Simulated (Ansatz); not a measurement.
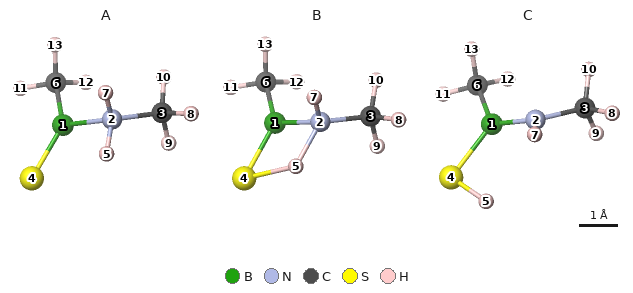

3 geometries from a converged minimum-energy path of C₂H₈BNS, shuffled. The picture is a ball-and-stick view, seen from a free direction.

Theory: RKS PBE/def2-SVP (Ansatz). Run with 9 movable images; climbing image; force threshold 0.05 eV/Å; iteration limit 60; starting path through a guess of the saddle point.

Question: Which frame is the top of the path?

Answer: B. In order along the path, whose images run from 0 to 10: C (image 4, +37.3 kJ/mol), B (image 7, +144.5 kJ/mol), A (image 9, +98.1 kJ/mol). A hydrogen atom shifts from one atom to another. Breaking: S4–H5 (1.36 → 1.63 at the top → 2.52 Å). Forming: N2–H5 (2.78 → 1.40 at the top → 1.04 Å).

The run took 6.3 min on 2 threads of Arm Neoverse V1 (shared host), peak memory 0.15 GiB.
